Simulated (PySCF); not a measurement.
Excited-state calculation of C3H5ClOSi

System: C3H5ClOSi.
Method: TDDFT PBE0/6-31G*, vertical, gas phase, core orbitals frozen in the response (PySCF 2.14.0).

The geometry comes from this level: PBE0-D3(BJ)/def2-SVP.

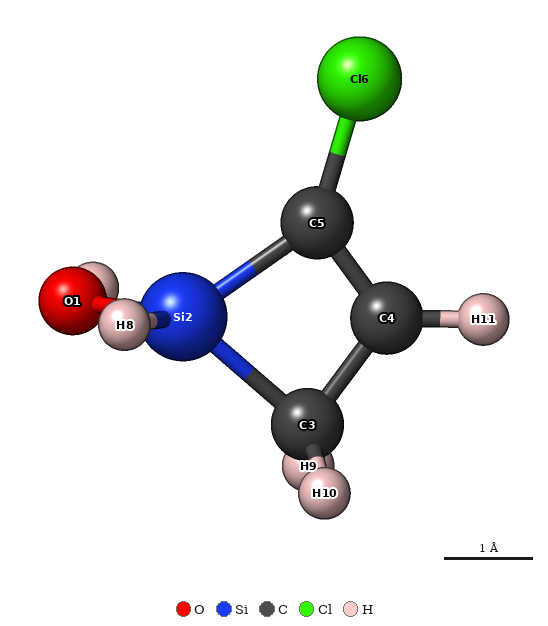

Fig. 1: The structure (ball-and-stick view, seen at a tilt; atoms are numbered from 1 in the order of the input).

## Input file
```
{"job": {"kind": "uv", "xc": "PBE0", "basis": "6-31G*"}, "charge": 0, "multiplicity": 1}
O      2.309712     0.072144     0.552740
Si     0.954753    -0.154435    -0.378372
C     -0.581962    -1.047220     0.310108
C     -1.320788     0.233028    -0.028118
C     -0.402574     1.128543    -0.453356
Cl    -0.671545     2.747982    -0.948290
H      2.183446     0.457306     1.425124
H      1.485558    -0.640817    -1.677842
H     -0.567594    -1.273891     1.389268
H     -0.943000    -1.941464    -0.224284
H     -2.406130     0.385663     0.041641
```

The first line tells a small driver script what to run in PySCF; the rest is the geometry in Å.

Hardware: 1 CPU thread, shared host.

Run as:
```bash
OMP_NUM_THREADS=1 python <driver script> task.json out
```

## What the program printed
```
coarse grid: 10696 points
cycle   1  E = -941.6757772900  dE =  8.321e-01  |g| = 7.012e-01  |ddm| = 3.264e+00
cycle   2  E = -941.5553755142  dE =  1.204e-01  |g| = 1.053e+00  |ddm| = 1.317e+00
cycle   3  E = -941.7722863405  dE = -2.169e-01  |g| = 1.135e-01  |ddm| = 8.822e-01
cycle   4  E = -941.7751620172  dE = -2.876e-03  |g| = 3.793e-02  |ddm| = 1.426e-01
cycle   5  E = -941.7755070419  dE = -3.450e-04  |g| = 1.183e-02  |ddm| = 4.720e-02
cycle   6  E = -941.7755406011  dE = -3.356e-05  |g| = 3.862e-03  |ddm| = 1.653e-02
cycle   7  E = -941.7755439496  dE = -3.348e-06  |g| = 1.275e-03  |ddm| = 4.292e-03
final grid: 95368 points
cycle   8  E = -941.7133764605  dE = -1.009e-05  |g| = 7.704e-03  |ddm| = 1.678e-02
cycle   9  E = -941.7133568128  dE =  1.965e-05  |g| = 1.178e-02  |ddm| = 1.880e-02
cycle  10  E = -941.7133918200  dE = -3.501e-05  |g| = 1.092e-03  |ddm| = 1.180e-02
cycle  11  E = -941.7133921072  dE = -2.871e-07  |g| = 2.468e-04  |ddm| = 1.155e-03
cycle  12  E = -941.7133921205  dE = -1.334e-08  |g| = 9.512e-05  |ddm| = 3.198e-04
cycle  13  E = -941.7133921225  dE = -2.015e-09  |g| = 3.033e-05  |ddm| = 1.004e-04
cycle  14  E = -941.7133921227  dE = -2.185e-10  |g| = 6.627e-06  |ddm| = 3.812e-05
```

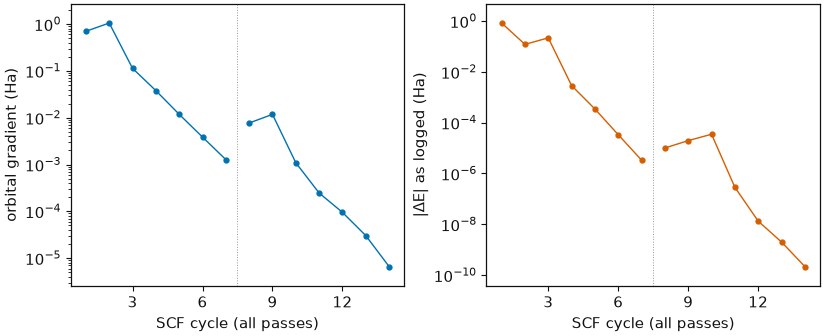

Fig. 2: Convergence of the self-consistent field: orbital gradient and size of the energy change against the SCF cycle. The dotted line marks the change from a coarse to the final integration grid. The first 7 cycles use a coarse grid, the final grid takes over at cycle 8, and the field converges after 14 cycles in all.

```
converged SCF energy = -941.7133921227

Static polarisability (au): isotropic 61.939, principal 44.299 63.520 78.000

Singlet excitations
state   eV       nm        f      main configurations
  1   6.0771    204.0   0.00480   H-1->L 0.93
  2   6.3388    195.6   0.12841   H->L 0.89
  3   6.4617    191.9   0.00173   H-2->L 0.98
  4   7.1332    173.8   0.00184   H->L+1 0.44, H->L+2 0.35, H->L+3 0.20
  5   7.5115    165.1   0.01453   H->L+1 0.50, H->L+3 0.27, H->L+2 0.16
  6   7.7037    160.9   0.01201   H->L+3 0.40, H->L+2 0.33, H-1->L+1 0.14
  7   7.7492    160.0   0.00298   H-3->L 0.75, H-1->L+2 0.13
  8   7.9787    155.4   0.09257   H-1->L+2 0.41, H-1->L+3 0.17, H-1->L+1 0.16
  9   8.0292    154.4   0.03128   H-1->L+1 0.44, H-1->L+2 0.27
 10   8.2868    149.6   0.00281   H-2->L+1 0.71, H-2->L+2 0.14

Triplet excitations (Tamm-Dancoff, eV): 3.9994 5.6017 6.2209 6.5334
```

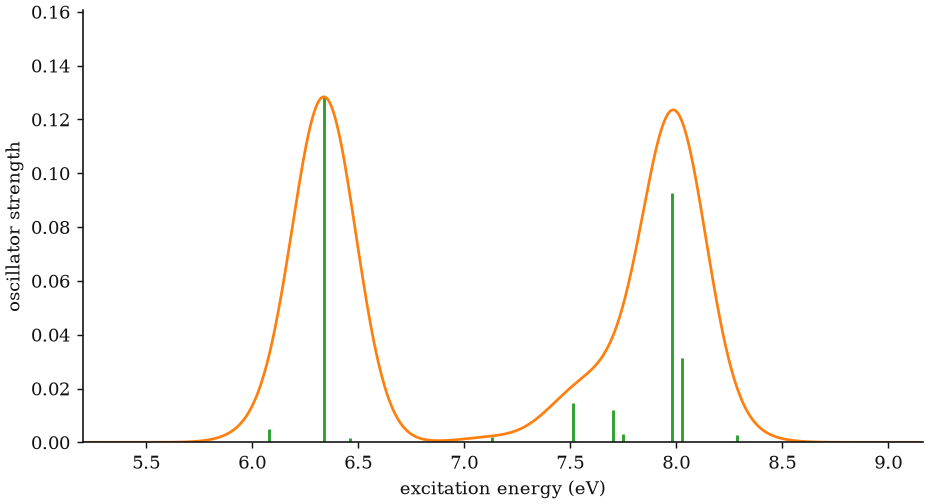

Fig. 3: Computed excitations as sticks (degenerate states added up, dark ones marked on the axis), with a Gaussian envelope of 0.35 eV full width at half maximum, scaled to the tallest. Of the 10 states the lowest lies at 6.08 eV (f = 0.005); the strongest line is at 6.34 eV, or 196 nm (f = 0.128).

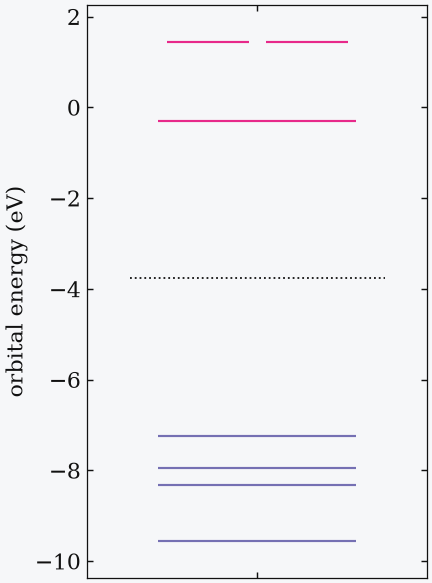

Fig. 4: Orbital energies near the frontier; the dotted line parts filled from empty levels, and levels within 0.02 eV of each other stand side by side. Highest filled −7.24 eV, lowest empty −0.30 eV, 6.94 eV apart.

## Summary

```json
{"quantity": "outcome", "value": "converged"}
{"quantity": "total energy", "value": "−941.713392 hartree"}
{"quantity": "HOMO", "value": "−7.24 eV"}
{"quantity": "LUMO", "value": "−0.30 eV"}
{"quantity": "dipole moment", "value": "2.30 D"}
{"quantity": "mean polarisability", "value": "61.94 a.u."}
{"quantity": "lowest singlet excitation", "value": "6.08 eV"}
{"quantity": "wall time", "value": "12 s"}
{"quantity": "peak memory", "value": "0.57 GiB"}
```
